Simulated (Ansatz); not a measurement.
## Electronic structure of H2···H3Si (doublet) in real space

The calculation's input:

```
crystal:
  periodic: [false, false, false]
  atoms:
    - {symbol: H, position_ang: [-2.087707, -1.140990, -0.382843]}
    - {symbol: Si, position_ang: [0.915581, 0.492774, 0.183230]}
    - {symbol: H, position_ang: [-2.735326, -1.485816, -0.524208]}
    - {symbol: H, position_ang: [0.932458, 1.012287, 1.575126]}
    - {symbol: H, position_ang: [0.957938, 1.599696, -0.806970]}
    - {symbol: H, position_ang: [2.017155, -0.477951, -0.044335]}
basis:
  gaussian: {orbitals: def2-TZVPP}
magnetization: {spin_polarized: true, initial_magnetization: 1}
hamiltonian: {xc: pbe0, dispersion: d4}
output: {orbitals: {seedname: orbitals}}
```

Launched as:

```sh
ansatz run in.yaml --threads 2 --pin off --events-out ev --progress --plain --max-ram 4352MiB
```

The product side of a reaction path; geometry: PBE0-D4/def2-TZVP.

The calculation used UKS PBE0-D4/def2-TZVPP in Ansatz 0.2.0.

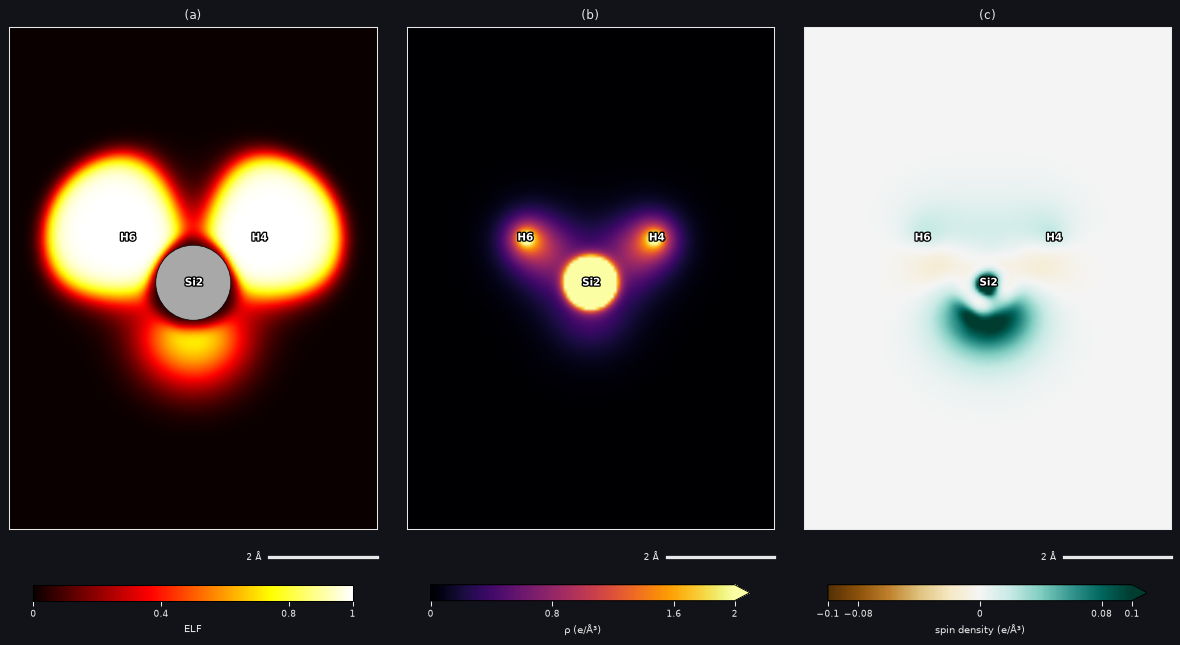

Figure 1. (a) electron localisation function; (b) electron density; (c) spin density (α minus β) on the plane of atoms H4, Si2 and H6. Grey discs cover the atomic cores in the ELF map.

> What do the fields say about this system?

The plane passes through Si and H nuclei.
Si–H (1.49 Å): ρ at the midpoint is about 0.81 e/Å³; the ELF climbs to about 1 towards the hydrogen, as it does in any bond to H.
The unpaired spin (1 electron) lies mostly on Si2 (about 0.8), in electrons by Hirshfeld's partition.

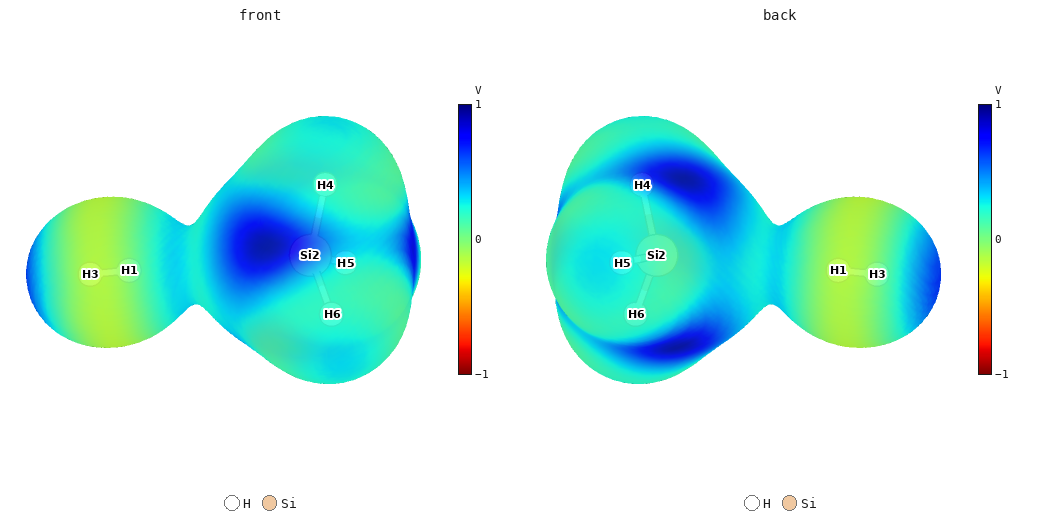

Figure 2. The molecular electrostatic potential painted on the density surface at 0.002 e/bohr³, seen from the front and from behind; the colour scale runs from red (negative) to blue (positive).

> Where is the surface potential most negative and most positive?

The most negative region (about −0.2 V) lies over H1 and H3, the most positive (about +0.9 V) over Si2.

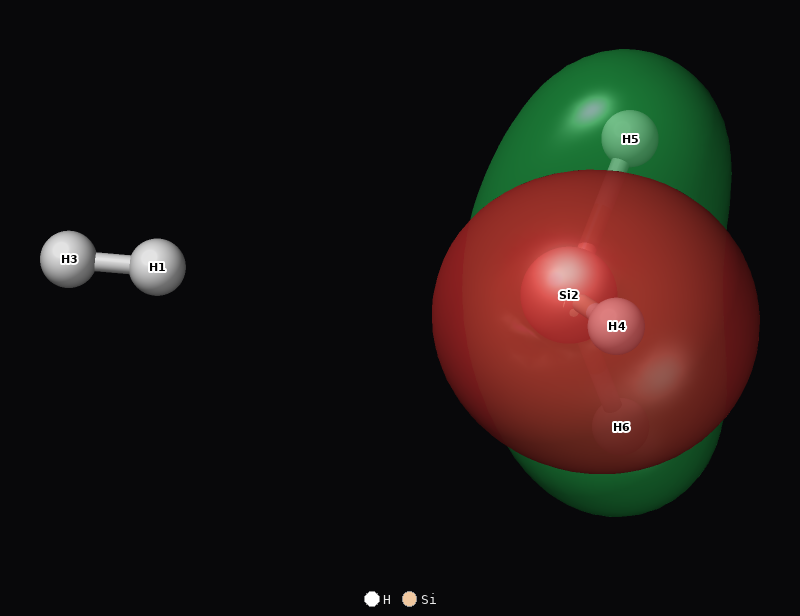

Figure 3. The HOMO−1 (α) at ±0.1 Å⁻³ᐟ² (green and red are the two phases), seen at an oblique angle.

> What is the character of this orbital?

Its weight (Hirshfeld) is mainly on Si2 (about 45 %), H4 (about 25 %), H6 (about 25 %) and H5 (about 10 %). Its energy is −10.12 eV.

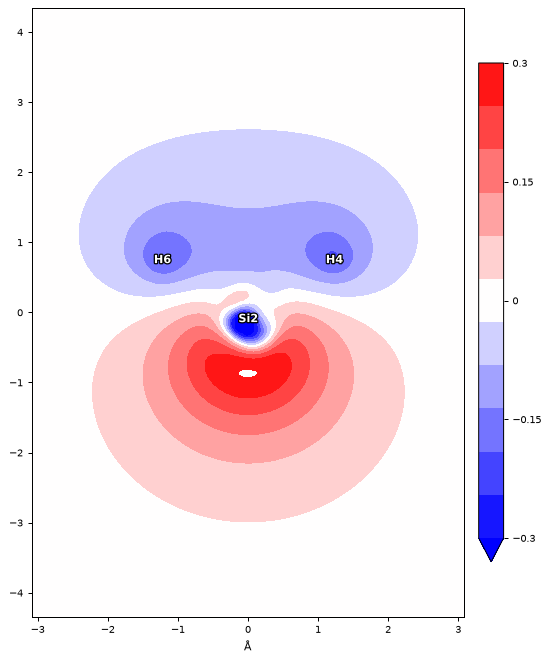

Figure 4. The LUMO (β) on the plane of atoms H4, Si2 and H6 (values in Å⁻³ᐟ²; the overall sign is arbitrary).

> What is the character of this orbital?

By Hirshfeld shares it lies mainly on Si2 (about 80 %). Its energy is −2.61 eV.
